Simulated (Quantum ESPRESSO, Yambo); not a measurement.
# BTe (GaSe-type monolayer): G0W0 with Yambo, start to end, part 2 of 2

Aim: the G0W0 gap of BTe (GaSe-type monolayer) on PBE, step by step.

Quantum ESPRESSO 7.5 and Yambo 5.3.0; PBE and many-body steps on it, plane waves. Known limits of the many-body steps: not at the basis limit; exchange with frozen shells missing; no spin-orbit coupling.

So far. Step 3 (Bands along the symmetry lines): The gap is 1.544 eV, −0.001 eV from the run before at this level. Step 4 (Empty states on the mesh, 6×6×1 mesh, 76 bands): On this mesh the gap is 1.545 eV.

## 5. Conversion and set-up

This step: Yambo 5.3.0; conversion and set-up on PBE, plane waves, norm-conserving pseudopotentials.

The states are converted to the many-body program's format and the q mesh is built.

Launch:

```
> (cd o/x.save; p2y > p2y.log; mv SAVE ../..); yambo > setup.log
```

The log of the run:

```text
 Yambo, version 5.3.0

 [02] CORE Variables Setup
 =========================

  [02.01] Unit cells
  ==================

  Cell kind             :  HCP
  Atoms in the cell     :  B  Te
  number of B  atoms    :  2
  number of Te atoms    :  2

  List of atomic masses
  Mass of B     :  10.81000
  Mass of Te    :  127.6000

  List of atomic coordinates    : [cc]
  B1       : -0.65225E-09   3.8947       16.736      order 1
  B2       : -0.65225E-09   3.8947       13.500      order 2
  Te1       :   3.37292   1.94736  18.73196  order 3
  Te2       :   3.37292   1.94736  11.50366  order 4

  Alat factors          :   6.74585   5.84208  30.23562 [a.u.]
  Direct lattice volume :   1191.58    [a.u.]
  Direct lattice vectors:  A[ 1 ]  A[ 2 ]  A[ 3 ]
   A[ 1 ]:   1.0000      0.97040E-10   0.0000      [iru]
    6.7458      0.56692E-09   0.0000      [cc]
   A[ 2 ]: -0.500000  1.000000  0.000000  [iru]
  -3.372924  5.842076  0.000000  [cc]
   A[ 3 ]:  0.000000  0.000000  1.000000  [iru]
    0.00000   0.00000  30.23562  [cc]

  Recip. lattice volume :  0.208169 [a.u.]
  Recip. lattice vectors:  B[ 1 ]  B[ 2 ]  B[ 3 ]
   B[ 1 ]:  1.000000  0.500000  0.000000  [iku]
   0.931415  0.537753 -0.000000  [cc]
   B[ 2 ]: -0.97040E-10   1.0000       0.0000      [iku]
  -0.90385E-10   1.0755       0.0000      [cc]
   B[ 3 ]:  0.000000  0.000000  1.000000  [iku]
   0.000000 -0.000000  0.207807  [cc]

  [02.02] Symmetries
  ==================

  Inversion symmetry    : yes
  Spatial inversion     : no
  Inversion index       :  13
  K-space Time-reversal : yes
  Magnetic symmetries   : no
  Time-reversal derived K-space symmetries:  13  24
  Group table correct   : yes
  Symmetries units      :  [cc]

   [S  1]:   1.0000     -0.11893E-25   0.0000     -0.53441E-16   1.0000       0.0000       0.0000       0.0000       1.0000
   [S  2]:  -1.0000     -0.16808E-09   0.0000     -0.16173E-09   1.0000       0.0000       0.0000       0.0000      -1.0000
   [S  3]: -0.500000  0.866025  0.000000 -0.866025 -0.500000  0.000000  0.000000  0.000000  1.000000
[...]
[S  9]: -0.500000 -0.866025  0.000000  0.866025 -0.500000  0.000000  0.000000  0.000000 -1.000000
   [S 10]: -0.500000  0.866025  0.000000 -0.866025 -0.500000  0.000000  0.000000  0.000000 -1.000000
     [... 12 further rows ...]
   [S*23]: -0.500000 -0.866025 -0.000000 -0.866025  0.500000 -0.000000 -0.000000 -0.000000 -1.000000
   [S*24]: -0.500000  0.866025 -0.000000  0.866025  0.500000 -0.000000 -0.000000 -0.000000 -1.000000

  [02.03] Reciprocal space
  ========================

  nG shells         :   4055
  nG charge         :   90405
  nG WFs            :  13931
  nC WFs            :  11325
  G-vecs. in first 80 shells:  [ Number ]
     1    3    5    7    9   11   17   29   41
    53   55   67   69   81   93   95  107  113
   115  127  139  151  163  175  177  189  195
[...]
K/Q-points units:
  rlu = crystal or reduced units; cc = cartesian coordinates; iku = interal k-units

  K [1]          [rlu]:  0.000000  0.000000  0.000000
         WF components:  11305
  K [2]          [rlu]:  0.33472E-26  0.16667       0.0000
         WF components:  11267
  K [3]          [rlu]:  0.31394E-26  0.33333       0.0000
         WF components:  11274
  K [4]          [rlu]:  0.49844E-26 -0.50000       0.0000
         WF components:  11312
  K [5]          [rlu]:  0.166667  0.166667  0.000000
         WF components:  11257
  K [6]          [rlu]:  0.166667  0.333333  0.000000
         WF components:  11295
  K [7]          [rlu]:  0.333333  0.333333  0.000000
         WF components:  11325

  [02.05] Energies & Occupations
  ==============================

  [X] === General ===
  [X] Electronic Temperature                        :  0.000000  0.000000 [eV K]
  [X] Bosonic    Temperature                        :  0.000000  0.000000 [eV K]
  [X] Finite Temperature mode                       : no
  [X] El. density                                   :  0.21521E+24 [cm-3]
  [X] Fermi Level                                   :  1.746568 [eV]

  [X] === Gaps and Widths ===
  [X] Conduction Band Min                           :  1.544687 [eV]
  [X] Valence Band Max                              :  0.000000 [eV]
  [X] Filled Bands                                  :  19
  [X] Empty Bands                                   :   20   76
  [X] Direct Gap                                    :  2.334449 [eV]
  [X] Direct Gap localized at k                     :  1
  [X] Indirect Gap                                  :  1.544687 [eV]
  [X] Indirect Gap between kpts                     :  1  3
  [X] Last valence band width                       :  1.667651 [eV]
  [X] 1st conduction band width                     :  0.868508 [eV]

  E @ K [1]:  [eV]
  -37.10123 -37.10123 -37.10121 -37.10121 -36.99906 -36.99906 -36.99795 -36.99795
[...]
occ @ K [1]
[...]
E @ K [2]:  [eV]
[...]
occ @ K [2]
[...]
E @ K [3]:  [eV]
[...]
occ @ K [3]
[...]
E @ K [4]:  [eV]
[...]
occ @ K [4]
[...]
E @ K [5]:  [eV]
[...]
occ @ K [5]
[...]
E @ K [6]:  [eV]
[...]
occ @ K [6]
[...]
E @ K [7]:  [eV]
[...]
occ @ K [7]
[...]
0.000000  0.000000  0.000000  0.000000  0.000000  0.000000  0.000000  0.000000
   0.000000  0.000000  0.000000  0.000000  0.000000  0.000000  0.000000  0.000000

 [03] Transferred momenta grid and indexing
 ==========================================

 IBZ Q-points                                      :   7
 BZ  Q-points                                      :   36

 K/Q-points units:
 rlu = crystal or reduced units; cc = cartesian coordinates; iku = interal k-units

 Q [1]          [rlu]:  0.000000  0.000000  0.000000
 Q [2]          [rlu]: -0.10285E-16  0.16667       0.0000
 Q [3]          [rlu]: -0.20569E-16  0.33333       0.0000
 Q [4]          [rlu]:  0.30854E-16 -0.50000       0.0000
 Q [5]          [rlu]:  0.166667  0.166667  0.000000
 Q [6]          [rlu]:  0.166667  0.333333  0.000000
 Q [7]          [rlu]:  0.333333  0.333333  0.000000

  [03.01] X indexes
  =================

   [03.01.01] Sigma indexes
   ========================

 [06] Game Over & Game summary
```

Wall time 2.3 s (1 MPI rank of Arm Neoverse V2, shared host); peak memory 0.26 GiB.

## 6. Screening and self-energy, 6×6×1 mesh, 76 bands, screening to 88.4 eV

G0W0 replaces the xc potential by the self-energy, built once from these orbitals. Only a window of levels is corrected, while the sums run over the empty bands that the input names.

This step: G0W0 on PBE, plane waves, norm-conserving pseudopotentials.

Contents of gw1.in:

```
HF_and_locXC
gw0
dyson
ppa
em1d
rim_cut
rim_w
RandQpts= 3000000
RandGvec= 100 RL
CUTGeo= "slab z"
RandGvecW= 9 RL
EXXRLvcs= 68 Ry
VXCRLvcs= 272 Ry
Chimod= "HARTREE"
% BndsRnXp
 1 | 76 |
%
NGsBlkXp= 6.5 Ry
% LongDrXp
 1 | 1 | 0 |
%
% GbndRnge
 1 | 76 |
%
DysSolver= "n"
ExtendOut
PPAPntXp= 27.21138 eV
% QPkrange
 1 | 1 | 18 | 21 |
 3 | 3 | 18 | 21 |
%
```

Launch:

```
> OMP_NUM_THREADS=1 mpirun -n 4 yambo -F gw1.in -J gw1 -C gw1 > gw1.log
```

The log of the run:

```text
 Yambo, version 5.3.0

 [02] CORE Variables Setup
 =========================

  [... cell, symmetries and grids as in the set-up ...]

  [02.05] Energies & Occupations
  ==============================

  [X] === General ===
  [X] Electronic Temperature                        :  0.000000  0.000000 [eV K]
  [X] Bosonic    Temperature                        :  0.000000  0.000000 [eV K]
  [X] Finite Temperature mode                       : no
  [X] El. density                                   :  0.21521E+24 [cm-3]
  [X] Fermi Level                                   :  1.746568 [eV]

  [X] === Gaps and Widths ===
  [X] Conduction Band Min                           :  1.544687 [eV]
  [X] Valence Band Max                              :  0.000000 [eV]
  [X] Filled Bands                                  :  19
  [X] Empty Bands                                   :   20   76
  [X] Direct Gap                                    :  2.334449 [eV]
  [X] Direct Gap localized at k                     :  1
  [X] Indirect Gap                                  :  1.544687 [eV]
  [X] Indirect Gap between kpts                     :  1  3
  [X] Last valence band width                       :  1.667651 [eV]
  [X] 1st conduction band width                     :  0.868508 [eV]

 [03] Transferred momenta grid and indexing
 ==========================================

 IBZ Q-points                                      :   7
 BZ  Q-points                                      :   36

 K/Q-points units:
 rlu = crystal or reduced units; cc = cartesian coordinates; iku = interal k-units

 Q [1]          [rlu]:  0.000000  0.000000  0.000000
 Q [2]          [rlu]: -0.10285E-16  0.16667       0.0000
 Q [3]          [rlu]: -0.20569E-16  0.33333       0.0000
 Q [4]          [rlu]:  0.30854E-16 -0.50000       0.0000
 Q [5]          [rlu]:  0.166667  0.166667  0.000000
 Q [6]          [rlu]:  0.166667  0.333333  0.000000
 Q [7]          [rlu]:  0.333333  0.333333  0.000000

 [04] Coloumb potential Random Integration (RIM)
 ===============================================

 Performing RIM of v_slab

  [04.01] RIM initialization
  ==========================

  * Diagonal components only detected *

  8 x (sBL volume)        :  0.046260 [a.u.]
  sBZ random points       :  3000000
  Points outside the sBZ  :  24001124
  RL volume               :  0.208169 [a.u.]
  Integrated volume       :  0.208160 [a.u.]

  [04.02] RIM integrals
  =====================

  Gamma point sphere radius             :  0.042089 [a.u.]
  Points outside the sphere             :  2398760
  [Int_sBZ(q=0) 1/q^2]*(Vol_sBZ)^(-1/3) =:  7.570843
                                 should be <:  7.795600

  Summary of Coulomb integrals for non-metallic bands |Q|[au] RIM/Bare

  Q [1] 0.100000E-4 0.971169 * Q [2] 0.179251 1.038078
  Q [5] 0.310472 1.034763 * Q [3] 0.358502 1.029501
  Q [6] 0.474253 1.019048 * Q [4] 0.537753 1.015365
  Q [7] 0.620943 1.011437
  Non-periodic chartesian directions : none
  Optical renormalization            :  30.23562 [au]
  Polarizability dimension           : length

 [05] Coloumb potential CutOffslab
 =================================

 Cut directionsZ
 Slab Cutoff:Z
 Symmetry test passed : yes

 [06] Dipoles
 ============

  [06.01] Setup: observables and procedures
  =========================================

  [WARNING] [x,Vnl] slows the Dipoles computation. To neglect it rename the ns.kb_pp file

 [07] Dynamic Dielectric Matrix (PPA)
 ====================================

 [WR./gw1//ndb.pp]---------------------------------------------------------------
  Brillouin Zone Q/K grids (IBZ/BZ)                :    7   36    7   36
  RL vectors                                       :  13945 [WF]
  Coulomb cutoff potential                         : slab z
  Electronic Temperature                           :  0.000000 [K]
  Bosonic    Temperature                           :  0.000000 [K]
  PPA    diel. fun.  energies                      : Perdew, Burke & Ernzerhof(X)+Perdew, Burke & Ernzerhof(C)
  wavefunctions                                    : Perdew, Burke & Ernzerhof(X)+Perdew, Burke & Ernzerhof(C)
  Global Gauge                                     : length
  X matrix size                                    :   317
  X band range                                     :    1   76
  X e/h energy range                               : -1.000000 -1.000000 [eV]
  X Time ordering                                  : R
  X Hxc Kernel                                     : HARTREE
  X Drude frequency                                :  0.000000  0.000000
  X poles                                          :  100.0000 [o/o]
  RL vectors in the sum                            :  13945
  [r,Vnl] included                                 : yes
  Field direction                                  :  0.707107E-5  0.707107E-5   0.00000
  BZ energy Double Grid                            : no
  BZ energy DbGd points                            : 0
  BZ Q point size factor                           : -1.000000
  X Optical Averaged directions                    : none

 [08] Local Exchange-Correlation + Non-Local Fock
 ================================================

 [VXC] Plane waves :   90405
 [EXS] Plane waves :  11317

 QP @ state[ 1 ] K range:  1  1
 QP @ state[ 1 ] b range:  18  21
 QP @ state[ 2 ] K range:  3  3
 QP @ state[ 2 ] b range:  18  21

 [xc] Functional : Perdew, Burke & Ernzerhof(X)+Perdew, Burke & Ernzerhof(C)
 [xc] LIBXC used to calculate xc functional
  PP Number of Atomic Species                      :  2
  NLCC RL compoments                               :   90405
  PP Number of Atomic Species                      :  2
  NLCC RL compoments                               :   90405

 [xc] E_xc :  -21.86849 [Ha]
      E_xc :  -43.73699 [Ry]

  Local XC kind (lXC) : Perdew, Burke & Ernzerhof(X)+Perdew, Burke & Ernzerhof(C)
  Non-Local XC kind (nlXC) : Hartree-Fock

  Corrections @ K [1] :  [eV]
 <18|nlXC|18> = -15.10187  0.25120E-17 <18|lXC|18> = -13.12023  0.000000
 <19|nlXC|19> = -15.10191  0.75863E-17 <19|lXC|19> = -13.12025 -0.47204E-16
 <20|nlXC|20> = -7.916018  0.53241E-18 <20|lXC|20> = -12.42571  0.000000
 <21|nlXC|21> = -8.321880 -0.33715E-17 <21|lXC|21> = -12.04376  0.18882E-15

  Corrections @ K [3] :  [eV]
 <18|nlXC|18> = -14.98535  0.58277E-17 <18|lXC|18> = -12.08237  0.000000
 <19|nlXC|19> = -15.15727  0.62529E-17 <19|lXC|19> = -12.56454 -0.94408E-16
 <20|nlXC|20> = -7.057144  0.17161E-17 <20|lXC|20> = -10.89447 -0.94408E-16
 <21|nlXC|21> = -7.185704  0.81877E-18 <21|lXC|21> = -11.22198 -0.94408E-16

 [09] Dyson equation: Newton solver
 ==================================

  [09.01] RIM-W interpolation
  ===========================

  [WARNING] RIM-W works only for 2D semiconductors with slab cutoff
  Found compatible q grid: 2D
  q_min[ 1 ]:  0.16667      0.28121E-11   0.0000     [rlu]
   0.166667  0.083333  0.000000 [iku]
  q_min[ 2 ]:  0.10285E-16  0.16667       0.0000     [rlu]
  -0.16173E-10  0.16667       0.0000     [iku]
  G-vectors :   9
  G-vectors loaded:   63
  Number of interpolated frequencies:  2

  Evaluating coefficients q = 0
  Evaluating coefficients q = 0

  [09.02] RIM-W integrals
  =======================

  8 x (sBL volume)        :  0.046260 [a.u.]
  sBZ random points       :  3000000
  Points outside the sBZ  :  24001124
  RL volume               :  0.208169 [a.u.]
  Integrated volume       :  0.208160 [a.u.]

  [09.03] RIM integrals
  =====================

  Comparison between head Wc = W - v averages: < Wc > [au] RIM-W/RIM

   < -Wc [Q = 1] > 0.369734E-1 0.488292E-4 * < -Wc [Q = 2] > 0.005504 0.005320
   < -Wc [Q = 3] > 0.001026 0.001007 * < -Wc [Q = 4] > 0.354551E-3 0.350780E-3
   < -Wc [Q = 5] > 0.001487 0.001457 * < -Wc [Q = 6] > 0.503157E-3 0.498406E-3
   < -Wc [Q = 7] > 0.245017E-3 0.243810E-3

  Comparison between head Wc = W - v averages: < Wc > [au] RIM-W/RIM

   < -Wc [G = 1,G`=0] > 0.369734E-1 0.488292E-4 * < -Wc [G = 2,G`=0] >-0.002026 0.000000
   < -Wc [G = 3,G`=0] >-0.002026 0.000000 * < -Wc [G = 4,G`=0] >-0.797611E-4  0.00000
   < -Wc [G = 5,G`=0] >-0.797611E-4  0.00000 * < -Wc [G = 6,G`=0] > 0.163648E-3  0.00000
   < -Wc [G = 7,G`=0] > 0.163648E-3  0.00000 * < -Wc [G = 8,G`=0] >-0.110440E-4  0.00000
   < -Wc [G = 9,G`=0] >-0.110440E-4  0.00000

 [10] G0W0 (W PPA)
 =================

 [  GW  ] Bands range     :    1   76
 [GW/PPA] G damping       :  0.100000 [eV]

 QP @ state[ 1 ] K range:  1  1
 QP @ state[ 1 ] b range:  18  21
 QP @ state[ 2 ] K range:  3  3
 QP @ state[ 2 ] b range:  18  21

  Sc/G bands                                       :    1   76
  Sc/G damping                                     :  0.100000 ev
  Sc bands terminator                              : no
  Sx RL components                                 :  11317

  QP @ state[ 1 ] K range                          :  1  1
  QP @ state[ 1 ] b range                          :  18  21
  QP @ state[ 2 ] K range                          :  3  3
  QP @ state[ 2 ] b range                          :  18  21
  GF energies kind                                 : Perdew, Burke & Ernzerhof(X)+Perdew, Burke & Ernzerhof(C)
  GF WF`s kind                                     : Perdew, Burke & Ernzerhof(X)+Perdew, Burke & Ernzerhof(C)
  Xs energies kind                                 : Perdew, Burke & Ernzerhof(X)+Perdew, Burke & Ernzerhof(C)
  Xs WF`s kind                                     : Perdew, Burke & Ernzerhof(X)+Perdew, Burke & Ernzerhof(C)

 [14] Game Over & Game summary
```

Elapsed: 96 s, on 4 MPI ranks; peak memory 2.3 GiB; 6.3 min of CPU time.

This step gave:

```yaml
g0w0_gap_on_the_points_computed: 2.929 eV
starting_gap_on_the_mesh: 1.545 eV
k_of_the_valence_top: 0, 0, 0
k_of_the_conduction_bottom: 0, 0.3333, 0
least_direct_g0w0_gap_on_the_computed_points: 3.899 eV
z_at_the_valence_top: 0.7742
z_at_the_conduction_bottom: 0.7715
```

The gap on the mesh goes from 1.54 eV to 2.93 eV, a correction of +1.38 eV.

Limits: finite bands, cutoff and mesh; exchange with frozen shells missing; no spin-orbit coupling. v1 is the top filled band, c1 the lowest empty one. Levels before and after the correction, in eV, zero at the valence-band top of each column:

|  | conduction bottom | valence top |
| --- | --- | --- |
| Kohn-Sham | 1.54 | 0.00 |
| G0W0 | 2.93 | 0.00 |

|  | level | energy (eV) |
| --- | --- | --- |
| Kohn-Sham | Γ v2-v1 | 0.000 |
| Kohn-Sham | Γ c1 | 2.334 |
| Kohn-Sham | Γ c2 | 2.764 |
| Kohn-Sham | (0 0.333 0) v2 | -1.853 |
| Kohn-Sham | (0 0.333 0) v1 | -1.668 |
| Kohn-Sham | (0 0.333 0) c1 | 1.545 |
| Kohn-Sham | (0 0.333 0) c2 | 2.283 |
| G0W0 | Γ v2-v1 | 0.000 |
| G0W0 | Γ c1 | 3.899 |
| G0W0 | Γ c2 | 4.114 |
| G0W0 | (0 0.333 0) v2 | -1.915 |
| G0W0 | (0 0.333 0) v1 | -1.772 |
| G0W0 | (0 0.333 0) c1 | 2.929 |
| G0W0 | (0 0.333 0) c2 | 3.719 |

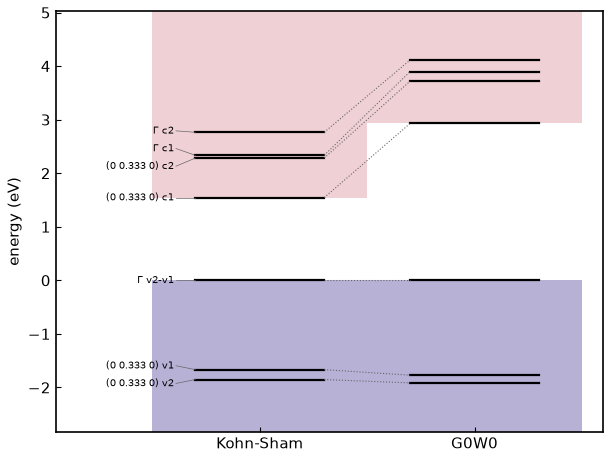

Levels before and after the correction. Shaded: valence and conduction bands.

## 7. Where the time went

Times are wall times on the hardware named with each run, good to a factor of about two.

| step | time | share | memory (GiB) |
| --- | --- | --- | --- |
| ground state | 20 s | 14 % | 0.54 |
| bands along the symmetry lines | 9.4 s | 7 % | 0.39 |
| empty states on the mesh | 13 s | 9 % | 0.59 |
| conversion and set-up | 2.3 s | 2 % | 0.26 |
| screening and self-energy | 96 s | 68 % | 2.3 |

## 8. Summary of results

| Property | Result |
| --- | --- |
| PBE gap | 1.54 eV, indirect |
| G0W0 gap on the mesh | 2.93 eV |
| GW settings | 6×6×1 mesh, 76 bands, screening to 88.4 eV, Godby-Needs plasmon pole |
| known limits | not at the basis limit; exchange with frozen shells missing; no spin-orbit coupling |

In words: G0W0 moves the gap on the mesh from 1.54 eV to 2.93 eV (+1.38 eV), with Z of 0.77 and 0.77 at the edges. Only 2 of the mesh's irreducible points were corrected, so a valley elsewhere could overtake. The dearest step here is «screening and self-energy». Bands and cutoff are finite, so the gap is not at the basis limit. The miss can reach some tenths of an eV and take either sign; the mesh is an error of its own. In the G0W0 run levels were corrected at 2 k points alone, so a gap called «on the mesh» is the least over those, and an edge elsewhere would be missed. The norm-conserving file of at least one element keeps a d shell over frozen s and p shells of the same row. Exchange with those shells is missing from the self-energy, an error of 0.3 to 0.9 eV in cases checked, whose sign depends on which edge lies on those atoms. The many-body steps are scalar-relativistic: spin-orbit coupling is not in them.

[Paths, hosts, dates, memory and timing lines, banners, echoed tables and standing remarks are left out of the program output.]

[Logs are printed without paths, hosts, clocks, repeated set-up lines and the standing remarks that a program may print on its own settings, such as how far it seeks lower states.]

[Runs of the session that timed out or met a known fault of the program may be left out.]

[Hosts, paths, dates, database ids (printed as entryN), source tags and the programs' standing remarks are cut or masked in the printed files.]
